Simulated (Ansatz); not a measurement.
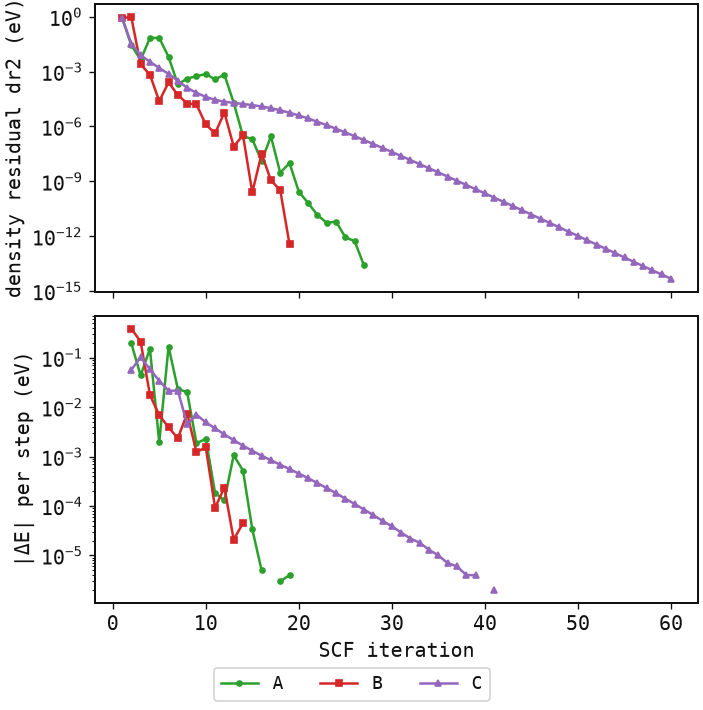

Several SCF runs on one cell, each with SCF settings of its own.
V (Im-3m, 1 atom in the cell); DFT, PBE, PAW, plane waves, scalar-relativistic in Ansatz 0.2.0; cutoff 420 eV, 11×11×11 k-mesh, Fermi–Dirac smearing of 0.05 eV, collinear spins.
Iteration limit: 70.

Q: Which curve belongs to which setting?
1. Broyden, beta 0.7, history 8, no preconditioner
2. Broyden, beta 0.4, magnetisation mixing 0.1
3. linear mixing, beta 0.3, no preconditioner

A: A is 2 (Broyden, beta 0.4, magnetisation mixing 0.1): it converged in 27 iterations.
B is 1 (Broyden, beta 0.7, history 8, no preconditioner): it converged in 19 iterations.
C is 3 (linear mixing, beta 0.3, no preconditioner): it converged in 60 iterations.
